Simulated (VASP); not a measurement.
Band structure of FeP (space group P4_2/mmc). Computed with PBE GGA, VASP's PBE PAW potentials (set 64) (plane waves; VASP).

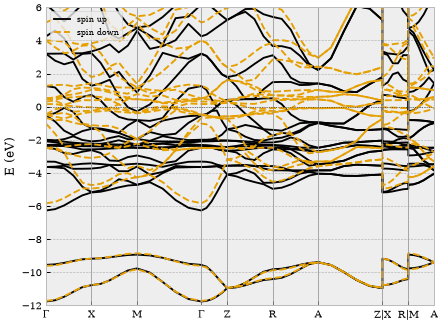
Figure: Bands along high-symmetry lines, zero at the valence-band maximum or, without a gap, the Fermi level

Read the plot: is there a gap, and where are the band edges?

It has no gap at this level: it comes out as a metal or semimetal.

The structure was generated: FeP was put into an ordered model structure, which need not be its known phase. The cell was not relaxed at this level. The k-mesh is coarse (spacing up to 0.36 per Å, 2π included), so the numbers may not be converged in it.
